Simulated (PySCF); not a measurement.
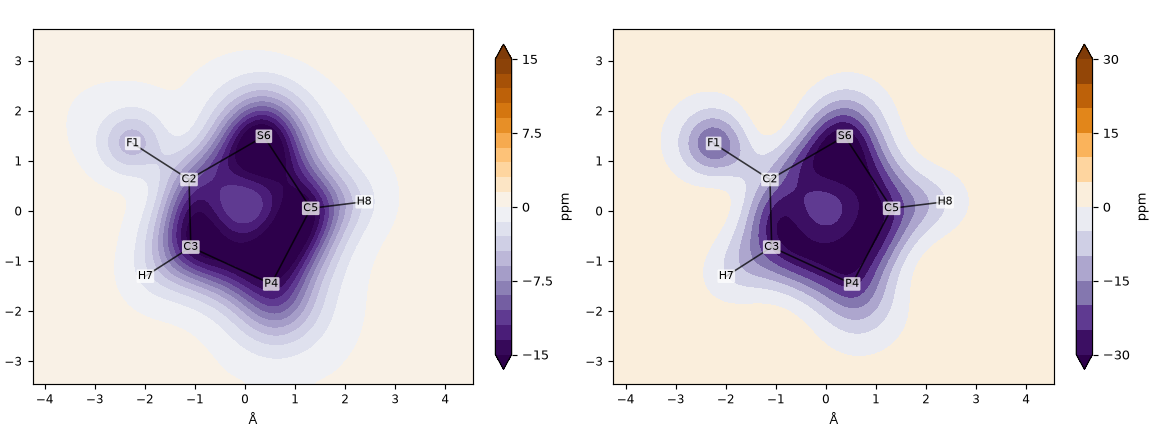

*C₃H₂FPS, SMILES `Fc1cpcs1`. Isotropic NICS 1.0 Å above the plane of the 5-membered ring C2/C3/P4/C5/S6 (left) and NICSzz (the component normal to the ring) 1.0 Å above the plane of the same ring (right); GIAO shieldings; atoms are projected onto the map; negative values mean shielding.*

Level of theory: B3LYP/def2-SVP (PySCF), at a geometry from GFN2-xTB. No frequency check shows the geometry to be a minimum. GFN2-xTB bond lengths at metals and heavier atoms can be off by up to 0.1 Å and shapes distorted, which carries into these values.

Input script:

```python
import numpy as np
from pyscf import gto, scf, dft
from pyscf.prop import nmr
from pyscf.data import nist

def solve(mol, dm0=None, hcore=None):
    mf = (dft.UKS if mol.spin else dft.RKS)(mol, xc='b3lyp')
    mf.grids.level = 3
    mf.conv_tol, mf.max_cycle = 1e-8, 80
    if hcore is not None:
        mf.get_hcore = lambda *args: hcore
    mf.kernel(dm0)
    if not mf.converged:
        mf = mf.newton().run(mf.mo_coeff, mf.mo_occ, max_cycle=30)
    assert mf.converged, 'SCF not converged'
    return mf

mol = gto.M(atom='''
F      2.22448     0.75319     0.00000
C      0.93388     0.40767     0.00000
C     -0.08751     1.29110     0.00000
P     -1.71351     0.60023     0.00000
C     -1.12891    -1.00046     0.00000
S      0.56463    -1.27797     0.00000
H      0.09474     2.35288     0.00000
H     -1.75119    -1.87746     0.00000
''', basis='def2-svp', charge=0, spin=0, verbose=4)
mf = solve(mol)
vxc = nmr.rks.get_vxc_giao  # smaller grid blocks
nmr.rks.get_vxc_giao = lambda *a, **k: vxc(*a, **{**k, 'max_memory': 300})
calc = nmr.RKS(mf)
calc.cphf = True
nuclei = calc.kernel()
mo1 = calc.mo10
# ring centres and points 1 angstrom above and below them
points = np.array([
    [-0.2863, 0.0041, 0.0000],
    [-0.2863, 0.0041, 1.0000],
    [-0.2863, 0.0041, -1.0000],
]) / nist.BOHR
mol.atom_coord = lambda i, unit='Bohr': points[i]
idx = range(len(points))
sigma = (calc.dia(shielding_nuc=idx) + calc.para(mo10=mo1, shielding_nuc=idx)[0]) * nist.ALPHA**2 * 1e6
for p, t in zip(points, sigma):
    print('NICS at %8.4f %8.4f %8.4f  %8.2f ppm' % (*(p * nist.BOHR), -t.trace() / 3))
occ = mf.mo_coeff[:, mf.mo_occ > 0]
dm1 = np.array([mf.mo_coeff @ (2 * x) @ occ.T for x in mo1])
np.savez('result.npz', sigma=sigma, nuclei=nuclei, dm0=mf.make_rdm1(), dm1=dm1, e=mf.e_tot, eps=mf.mo_energy, occ=mf.mo_occ)
```

Launched as:

```sh
OMP_NUM_THREADS=1 python input.py
```

The run took 19 s on 1 thread of AMD EPYC 7R13 Processor (Zen 3) (shared host), peak memory 0.59 GiB.

The script gives the values at the ring points; maps and scans were evaluated afterwards from its response orbitals, outside that time.

**What does the map say about the ring?**

It is strongly diatropic (aromatic): NICS(0) = −12.5, NICS(1) = −10.8, NICS(1)zz = −22.8 ppm.

**What absolute proton shieldings does the same calculation give?**

From 24.1 ppm (H8) to 24.8 ppm (H7).
